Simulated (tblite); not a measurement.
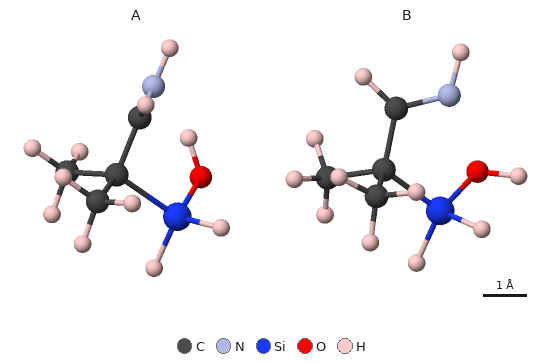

Two geometries of C$_{4}$H$_{11}$NOSi, drawn at one scale. One is the start of a relaxation, the other its converged end. Style: ball-and-stick. Shown at a tilt.

The calculation used GFN2-xTB geometry optimisation, gas phase in tblite. 

Which of the two is the end point?

Answer. Structure A is the relaxed one. Over 189 geometry steps the energy falls by 1.006 eV. The largest move after the best rigid fit is that of an H atom, 1.90 Å. Largest moves by element: H 1.90 Å, N 1.03 Å, C 0.47 Å, Si 0.28 Å, O 0.21 Å. Near-neighbour distances that change, for instance: O–Si 1.716 → 1.612 Å, C–Si 1.851 → 1.941 Å, C–H 1.135 → 1.091 Å, H–N 1.057 → 1.017 Å. Among the angles between lasting bonds that change: C–C–Si 114.0° → 105.0°, H–Si–H 105.6° → 112.8°, C–Si–O 112.7° → 106.0°. Groups turn about O–Si by about 120°, C–C by about 100°, C–C by about 35°. The run took 1.3 s on 1 thread of Arm Neoverse V1, on a shared host.
